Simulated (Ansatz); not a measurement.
# F₂H₂SSi₂ + H₂: a complex and its separated parts

The complex below is one end of an elementary step. How strongly is it bound against its free parts?

Computed with Ansatz 0.2.0, Gaussian basis. Level: PBE0-D4/def2-TZVP structures, single points in def2-TZVPP, no counterpoise correction.

Levels: SPW92, PBE-D4, BLYP-D4, r2SCAN-D4, B97M-V, PBE0-D4, B3LYP-D4, r2SCAN0-D4, BHLYP-D4, CAM-B3LYP-D4, wB97X-V, wB97M-V, B2PLYP, PBE-QIDH, RPA on PBE, Hartree-Fock, MP2, CCSD, CCSD(T).

Cores are frozen in the correlated methods. B3LYP uses VWN-RPA correlation. B2PLYP carries no dispersion term here.

57 further runs of the same task are left out: 1 that didn't finish, 56 set aside as unsound or not needed. Runs told in other sessions of the task aren't counted.

**1. The system as given**

The complex: 9 atoms, charge 0, spin multiplicity 1.

Atoms are counted from 1 here; the program's logs count them from 0.

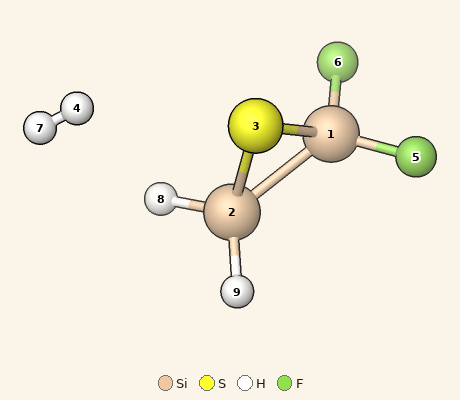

As it starts; silicon light orange, sulfur yellow, hydrogen white, fluorine green; atoms are numbered from 1 in the order of the file.

Coordinates:

| atom | x (Å) | y (Å) | z (Å) |
| --- | --- | --- | --- |
| Si1 | -1.3301 | 0.0387 | 1.2730 |
| Si2 | 0.0443 | -1.0138 | -0.1202 |
| S3 | -0.8289 | 0.9621 | -0.5409 |
| H4 | 2.0673 | 1.4793 | -1.6955 |
| F5 | -2.8527 | -0.3262 | 1.5001 |
| F6 | -0.8857 | 0.7721 | 2.6026 |
| H7 | 2.6704 | 1.1722 | -2.0116 |
| H8 | 1.5168 | -1.0032 | 0.0378 |
| H9 | -0.4014 | -2.0812 | -1.0453 |

Its parts: F₂H₂SSi₂ holds atoms 1, 2, 3, 5, 6, 8, 9; H₂ holds atoms 4, 7. Each part counts its atoms afresh in its own runs.

**2. Relaxing F₂H₂SSi₂ alone**

Contents of relax-a/in.yaml:

```yaml
crystal:
  periodic: [false, false, false]
  atoms:
    - {symbol: Si, position_ang: [-1.330078, 0.038702, 1.273011]}
    - {symbol: Si, position_ang: [0.044290, -1.013767, -0.120160]}
    - {symbol: S, position_ang: [-0.828880, 0.962064, -0.540913]}
    - {symbol: F, position_ang: [-2.852661, -0.326186, 1.500061]}
    - {symbol: F, position_ang: [-0.885703, 0.772120, 2.602581]}
    - {symbol: H, position_ang: [1.516787, -1.003238, 0.037804]}
    - {symbol: H, position_ang: [-0.401354, -2.081228, -1.045303]}
basis:
  gaussian: {orbitals: def2-TZVP}
hamiltonian: {xc: pbe0, dispersion: d4}
relax: {f_tol: 0.005, max_steps: 200}
```

Launch:

```console
ansatz run in.yaml --threads 4 --pin off --events-out ev --progress --plain --max-ram 9574MiB
```

After this run come: Relaxing H₂ alone; SPW92/def2-TZVPP; PBE-D4/def2-TZVPP; BLYP-D4/def2-TZVPP; r2SCAN-D4/def2-TZVPP; B97M-V/def2-TZVPP; PBE0-D4/def2-TZVPP; B3LYP-D4/def2-TZVPP; r2SCAN0-D4/def2-TZVPP; BHLYP-D4/def2-TZVPP; CAM-B3LYP-D4/def2-TZVPP; wB97X-V/def2-TZVPP; wB97M-V/def2-TZVPP; B2PLYP/def2-TZVPP; PBE-QIDH/def2-TZVPP; RPA on PBE/def2-TZVPP; CCSD(T)/def2-TZVPP; Vibrations of F₂H₂SSi₂; Vibrations of H₂.

Before running it: what results should come out? Wanted: complex less parts, CCSD(T)/def2-TZVPP; with zero-point energy; largest T1 diagnostic.

The runs gave:

| quantity | value |
| --- | --- |
| complex less parts, CCSD(T)/def2-TZVPP | -0.44 kcal/mol |
| with zero-point energy | +0.27 kcal/mol |
| largest T1 diagnostic | 0.014 |

At CCSD(T) the complex lies 0.44 kcal/mol below its parts. Among the functionals r2SCAN-D4 lands nearest to CCSD(T) (+0.03 kcal/mol) and SPW92 farthest (-0.92 kcal/mol). Mean unsigned error by rung: LDA 0.92, GGA 0.28, meta-GGA 0.11, hybrid 0.20, range-separated hybrid 0.19, double hybrid 0.19 kcal/mol. The double hybrids carry no dispersion term here, unlike the levels marked D4 or V. PBE-D4 gives a relative energy 0.46 kcal/mol too low, an error of 104 % of the reference. The complex's frequency run has imaginary modes: the structure is no minimum, so both the energy and the zero-point correction are in doubt. No counterpoise was applied, and triple zeta lacks some correlation, so the CCSD(T) reference has a basis error of its own, and close matches with it are partly luck.
